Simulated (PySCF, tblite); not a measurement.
# C₅H₅FNO₂+: geometry, infrared bands and NMR shifts

Aim: predict the infrared bands and NMR shifts of C₅H₅FNO₂+ (`Fc1occ2[n+]1COC2`).

The runs use tblite 0.8.0 and PySCF 2.14.0, with density-fitted response routines of our own; the level of theory stands in each step. All values are computed, except where a source is named. Atoms count from 0, in the outputs and in this text.

### 1 The starting structure

14 atoms, charge 1, multiplicity 1; geometry from: force field or distance geometry start.

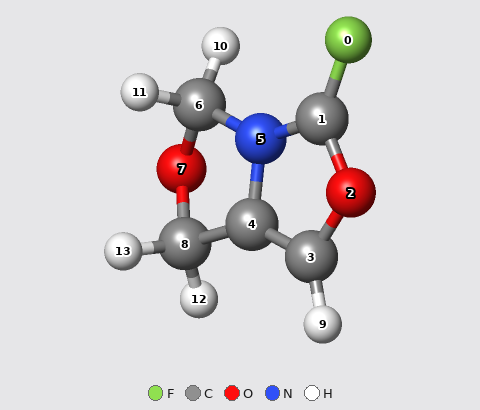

The starting geometry (fluorine green, carbon grey, oxygen red, nitrogen blue, hydrogen white), atoms numbered.

### 2 Relaxing the molecule with GFN2-xTB

What the job is given:

```
{"job": {"kind": "relax", "xc": "GFN2-xTB", "basis": "xTB"}, "charge": 1, "multiplicity": 1}
F      1.392800     2.745000     0.082300
C      1.256000     1.398100     0.059200
O      2.240100     0.501700     0.143600
C      1.754400    -0.713800     0.090800
C      0.378600    -0.629100     0.001400
N      0.108800     0.693700    -0.024300
C     -1.329800     0.786700    -0.136100
O     -1.763800    -0.414300    -0.657300
C     -0.903400    -1.365900    -0.106400
H      2.348600    -1.636600     0.146400
H     -1.679800     1.641200    -0.743100
H     -1.721400     0.859500     0.912400
H     -0.836600    -2.257200    -0.718400
H     -1.245100    -1.609500     0.927500
```

Command:

```console
$ OMP_NUM_THREADS=1 python probes_run.py task.json out
```

One launch serves the whole session: the jobs run in the order shown.

The program printed:

```text
step      E/eV     max force
  0    -777.36118    2.954
  1    -777.62761    1.549
  2    -777.69574    0.855
  3    -777.73806    0.509
  4    -777.75553    0.332
  5    -777.76522    0.290
  6    -777.77482    0.279
  7    -777.78321    0.245
  8    -777.78988    0.221
  9    -777.79423    0.174
 10    -777.79686    0.157
 11    -777.79913    0.153
 12    -777.80192    0.145
 13    -777.80488    0.154
 14    -777.80729    0.143
 15    -777.80906    0.135
 16    -777.81070    0.112
 17    -777.81243    0.144
 18    -777.81395    0.107
 19    -777.81508    0.100
 20    -777.81602    0.086
 21    -777.81689    0.086
 22    -777.81756    0.072
 23    -777.81800    0.056
 24    -777.81835    0.056
 25    -777.81871    0.068
 26    -777.81903    0.067
 27    -777.81926    0.038
 28    -777.81942    0.027
 29    -777.81956    0.027
 30    -777.81967    0.032
 31    -777.81973    0.018
 32    -777.81977    0.014
 33    -777.81979    0.010
 34    -777.81980    0.009
```

Run time: 0.32 s. Hardware: 1 thread of Intel Xeon Platinum 8259CL at 2.50GHz, shared host; peak memory 0.18 GiB.

Step by step: (not every step is listed)

```
step  energy from step 0 (eV)  largest force (eV/Å)
   0                   0.0000                2.9541
   1                  -0.2664                1.5493
   2                  -0.3346                0.8547
   3                  -0.3769                0.5091
   4                  -0.3944                0.3325
   5                  -0.4040                0.2902
   6                  -0.4136                0.2788
   7                  -0.4220                0.2451
   8                  -0.4287                0.2207
  10                  -0.4357                0.1572
  12                  -0.4407                0.1454
  14                  -0.4461                0.1430
  16                  -0.4495                0.1125
  18                  -0.4528                0.1074
  20                  -0.4548                0.0860
  22                  -0.4564                0.0722
  24                  -0.4572                0.0561
  26                  -0.4579                0.0669
  28                  -0.4582                0.0266
  29                  -0.4584                0.0268
  30                  -0.4585                0.0319
  31                  -0.4586                0.0182
  32                  -0.4586                0.0136
  33                  -0.4586                0.0105
  34                  -0.4586                0.0095
```

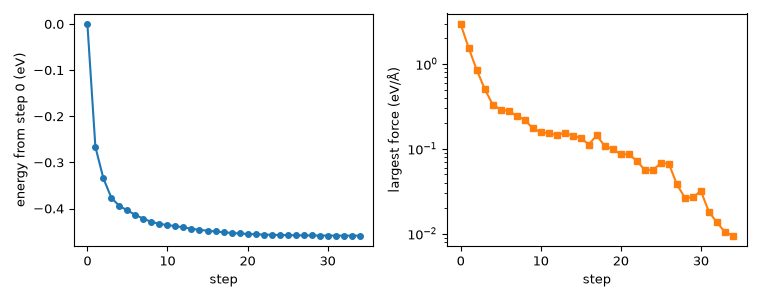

Energy and largest force along the relaxation.

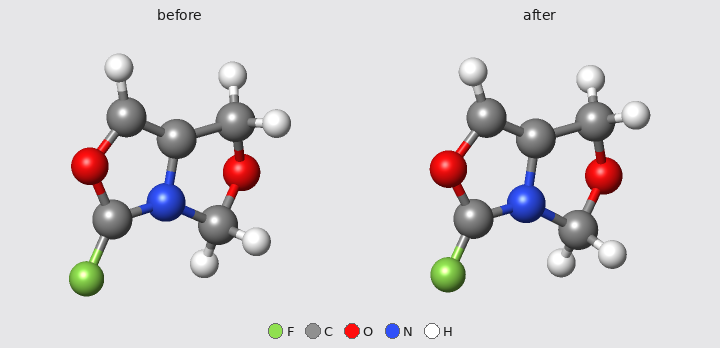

The geometry before (left) and after (right).

Distances of close pairs at the start and the end, largest changes first:

```
 bond  before (Å)  after (Å)  change (Å)
F0–C1       1.354      1.285      -0.069
O2–C3       1.310      1.363      +0.053
C4–N5       1.350      1.387      +0.036
C1–O2       1.334      1.299      -0.035
C1–N5       1.349      1.314      -0.035
C3–C4       1.381      1.353      -0.028
O7–C8       1.396      1.422      +0.026
C3–H9       1.099      1.073      -0.026
```

The end geometry stands in the next job.

### 3 Harmonic vibrations with GFN2-xTB

What the job is given:

```
{"job": {"kind": "ir", "xc": "GFN2-xTB", "basis": "xTB"}, "charge": 1, "multiplicity": 1}
F      1.370593     2.622080     0.068244
C      1.225295     1.345635     0.063235
O      2.237269     0.535695     0.141842
C      1.748867    -0.736806     0.111527
C      0.401247    -0.664625     0.016697
N      0.090847     0.686658    -0.011478
C     -1.362011     0.849140    -0.099634
O     -1.784994    -0.395243    -0.543688
C     -0.890087    -1.400776    -0.084922
H      2.448618    -1.549332     0.161055
H     -1.660891     1.612601    -0.824731
H     -1.743202     1.105575     0.904153
H     -0.888468    -2.209589    -0.818347
H     -1.193762    -1.801486     0.893881
```

The program printed:

```text
mode    cm-1     km/mol
  1     160.0     16.75
  2     176.4      1.54
  3     259.7      9.15
  4     274.8      5.10
  5     341.2      4.27
  6     523.2      0.39
  7     601.2      3.36
  8     608.0      3.82
  9     620.7     11.52
 10     633.0     21.84
 11     761.0      8.33
 12     781.9     29.29
 13     802.7     34.32
 14     954.0     28.66
 15     972.4     21.91
 16    1010.5     27.89
 17    1028.0     52.61
 18    1059.5      9.09
 19    1091.5     35.75
 20    1106.0      4.97
 21    1122.2      2.30
 22    1156.3      5.48
 23    1205.0     45.64
 24    1233.7      1.04
 25    1247.9      4.70
 26    1293.8      0.58
 27    1412.4     41.94
 28    1418.9     96.23
 29    1428.4    114.17
 30    1597.1    143.07
 31    1634.5    158.37
 32    2848.2      5.60
 33    2878.0      2.94
 34    2969.8      6.23
 35    2991.1     11.76
 36    3161.7     94.13
```

Wall time 0.66 s (1 thread of Intel Xeon Platinum 8259CL at 2.50GHz, shared host); peak memory 0.18 GiB.

The strongest bands and the atoms that carry them (share of the mass-weighted mode):

```
cm⁻¹  km/mol                                 atoms
1028    52.6  C6 23 %, H11 18 %, H10 16 %, H9 14 %
1205    45.6             O2 26 %, N5 23 %, H9 14 %
1412    41.9                    H12 46 %, H13 44 %
1419    96.2           C1 42 %, H10 13 %, H11 13 %
1428   114.2           H11 33 %, H10 32 %, C1 18 %
1597   143.1    C1 44 %, C4 20 %, N5 15 %, C3 12 %
1634   158.4    C4 42 %, C3 19 %, C1 18 %, N5 17 %
3162    94.1                               H9 91 %
```

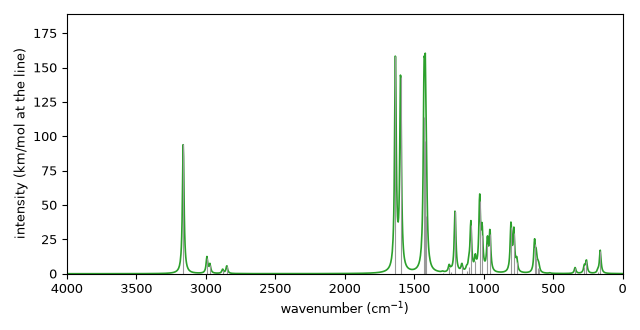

The infrared spectrum from these modes, unscaled. Lines are broadened to a width of 14 cm⁻¹ (Lorentzian).

### 4 Nuclear shieldings: PBE0/pcSseg-1

The job, as its differences from that of step 3:

```diff
@@ -1,2 +1,2 @@
-{"job": {"kind": "ir", "xc": "GFN2-xTB", "basis": "xTB"}, "charge": 1, "multiplicity": 1}
+{"job": {"kind": "nmr", "xc": "PBE0", "basis": "pcSseg-1"}, "charge": 1, "multiplicity": 1}
 F      1.370593     2.622080     0.068244
```

Level: GIAO PBE0/pcSseg-1 NMR shielding, non-relativistic, gas phase.

The program printed:

```text
coarse grid: 12856 points
cycle   1  E = -497.4428209695  dE =  2.549e+00  |g| = 8.886e-01  |ddm| = 3.621e+00
cycle   2  E = -497.1980150803  dE =  2.448e-01  |g| = 1.480e+00  |ddm| = 1.659e+00
cycle   3  E = -497.5938833528  dE = -3.959e-01  |g| = 1.394e-01  |ddm| = 1.055e+00
cycle   4  E = -497.5960801462  dE = -2.197e-03  |g| = 9.455e-02  |ddm| = 1.539e-01
cycle   5  E = -497.5978482994  dE = -1.768e-03  |g| = 2.325e-02  |ddm| = 7.304e-02
cycle   6  E = -497.5979540233  dE = -1.057e-04  |g| = 4.777e-03  |ddm| = 2.062e-02
cycle   7  E = -497.5979585359  dE = -4.513e-06  |g| = 1.554e-03  |ddm| = 4.369e-03
final grid: 127912 points
cycle   8  E = -497.6756700611  dE = -2.893e-05  |g| = 1.338e-02  |ddm| = 3.012e-02
cycle   9  E = -497.6756171702  dE =  5.289e-05  |g| = 2.182e-02  |ddm| = 1.973e-02
cycle  10  E = -497.6757006858  dE = -8.352e-05  |g| = 2.381e-03  |ddm| = 1.352e-02
cycle  11  E = -497.6757018877  dE = -1.202e-06  |g| = 5.036e-04  |ddm| = 1.853e-03
cycle  12  E = -497.6757019397  dE = -5.197e-08  |g| = 1.212e-04  |ddm| = 4.694e-04
cycle  13  E = -497.6757019429  dE = -3.157e-09  |g| = 2.862e-05  |ddm| = 1.126e-04
cycle  14  E = -497.6757019430  dE = -1.510e-10  |g| = 1.116e-05  |ddm| = 2.672e-05
converged SCF energy = -497.6757019430

GIAO shielding tensors (ppm)
atom      isotropic    diamagn.    paramagn.     s11        s22        s33       span
  0 F      244.290     466.572    -222.282    100.405    279.807    352.657    252.253
  1 C       30.771     252.944    -222.173     -4.690     33.064     63.938     68.628
  2 O       25.087     395.088    -370.001   -108.656     16.552    167.365    276.021
  3 C       50.418     253.519    -203.101    -19.774     56.729    114.299    134.073
  4 C       38.511     262.651    -224.139    -34.819     52.041     98.312    133.131
  5 N       57.114     342.694    -285.580     -2.466     52.062    121.746    124.213
  6 C      102.039     241.425    -139.385     75.253     98.549    132.316     57.063
  7 O      263.937     392.941    -129.004    135.348    286.037    370.426    235.078
  8 C      119.215     244.807    -125.591     91.906    104.272    161.467     69.562
  9 H       23.752      29.226      -5.474     20.231     24.351     26.675      6.444
 10 H       25.218      26.613      -1.395     20.634     24.684     30.336      9.702
 11 H       25.594      27.342      -1.747     20.773     24.933     31.077     10.305
 12 H       25.843      26.261      -0.418     21.688     24.229     31.611      9.923
 13 H       26.122      26.648      -0.525     21.717     24.707     31.944     10.227
```

Wall time 38 s (1 thread of Intel Xeon Platinum 8259CL at 2.50GHz, shared host); peak memory 0.88 GiB.

The references, computed at this level on geometries of the same kind, shield at (ppm): 1H TMS 31.72, 13C TMS 186.9, 19F CFCl3 170.9, 15N NH3 267.7, 17O H2O 336.1. Their shielding less the atom's gives the shift. The references are single molecules in the gas phase, so shifts against H2O, NH3, PH3, H3PO4 or CFCl3 are not on the usual liquid scales and can be off by tens of ppm. Atoms listed in one row are averaged.

```
   atoms                                              environment  σ (ppm)  δ (ppm)
      C1                         aromatic carbon bearing fluorine     30.8    156.2
      C4      substituted aromatic carbon next to a ring nitrogen     38.5    148.4
      C3                      aromatic CH next to the ring oxygen     50.4    136.5
      C6                                sp3 CH2 bonded to N and O    102.0     84.9
      C8                 sp3 CH2 bonded to O, on an aromatic ring    119.2     67.7
      H9       hydrogen on an aromatic CH next to the ring oxygen    23.75     7.96
H10, H11                 hydrogen on an sp3 CH2 bonded to N and O    25.41     6.31
H12, H13  hydrogen on an sp3 CH2 bonded to O, on an aromatic ring    25.98     5.73
      F0                                            aryl fluorine    244.3    -73.3
      O2                                     aromatic ring oxygen     25.1    311.0
      O7                                             ether oxygen    263.9     72.1
      N5                                   cationic ring nitrogen     57.1    210.6
```

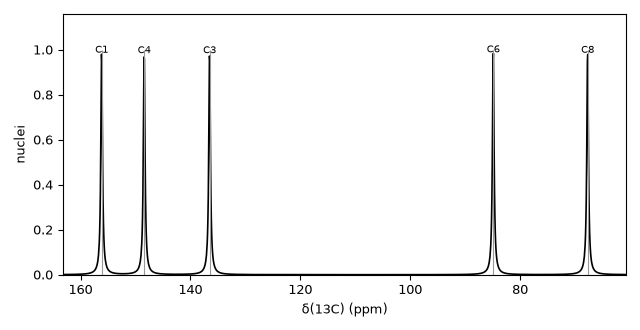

13C lines at the computed shifts, without couplings. Lines are broadened to a width of 0.35 ppm (Lorentzian).

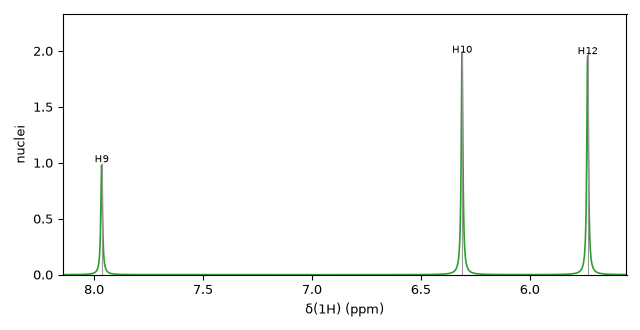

1H lines at the computed shifts, without couplings. Lines are broadened to a width of 0.01 ppm (Lorentzian).

The run also stored atomic charges by several schemes (e):

```
atoms  Mulliken    IAO  Hirshfeld  ESP fit
   F0     -0.13  -0.14       0.03    -0.08
   C1      0.88   0.65       0.32     0.58
   O2     -0.29  -0.17       0.01    -0.10
   C3      0.18   0.02       0.07    -0.12
   C4      0.00   0.07       0.06     0.04
   N5     -0.67  -0.09       0.02    -0.02
   C6      0.36   0.05       0.10     0.08
   O7     -0.47  -0.35      -0.11    -0.28
   C8      0.22  -0.07       0.04     0.01
```

Mulliken charges:

F0 -0.13; C1 0.88; O2 -0.29; C3 0.18; C4 0.00; N5 -0.67; C6 0.36; O7 -0.47; C8 0.22; H9 0.18; H10 0.19; H11 0.18; H12 0.20; H13 0.19

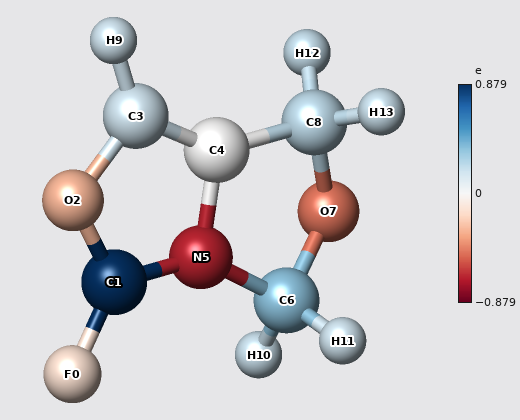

Mulliken charges, as colours on the atoms.

Mayer bond orders: F0–C1 1.16, C1–O2 1.24, O2–C3 0.95, C3–C4 1.70, C4–N5 1.02, N5–C6 0.75, C6–O7 0.97, O7–C8 0.88, N5–C1 1.34, C8–C4 1.01.

Ring of atoms C1, O2, C3, C4, N5: NICS(0) -11.5, NICS(1) -8.0, NICS(1)zz -20.0 ppm (means of both faces).

Ring of atoms C4, N5, C6, O7, C8: NICS(0) -6.1, NICS(1) -2.1, NICS(1)zz -2.8 ppm (means of both faces).

### 5 What came out

```
                                                              quantity                                value
                             strongest single infrared mode (GFN2-xTB)                1634 cm⁻¹, 158 km/mol
                                          zero-point energy (GFN2-xTB)                        62.0 kcal/mol
                                13C shifts against TMS (PBE0/pcSseg-1)  156.2, 148.4, 136.5, 84.9, 67.7 ppm
1H shifts against TMS (PBE0/pcSseg-1, means over atoms taken as alike)                 7.96, 6.31, 5.73 ppm
                              19F shifts against CFCl3 (PBE0/pcSseg-1)                            -73.3 ppm
                                17O shifts against H2O (PBE0/pcSseg-1)                      311.0, 72.1 ppm
                                15N shifts against NH3 (PBE0/pcSseg-1)                            210.6 ppm
```

**Reading.** The optimisation took 34 steps and gained 0.459 eV; among the close pairs (by a distance rule), F0–C1 changed most, from 1.354 to 1.285 Å. No mode is imaginary among the 36: a minimum at this level. The strongest single mode, at 1634 cm⁻¹, has its largest shares on C4, C3, C1 and N5 (the list is cut at 4 atoms). Unscaled tight-binding wavenumbers are off by several per cent, some by more. Its intensities can rank the bands wrongly. At PBE0/pcSseg-1: The widest tensor belongs to O2: span 276 ppm, with a paramagnetic part of -370 ppm. NICS(1)zz of -20 ppm above the planar ring from C1 marks a diatropic (aromatic) ring current.
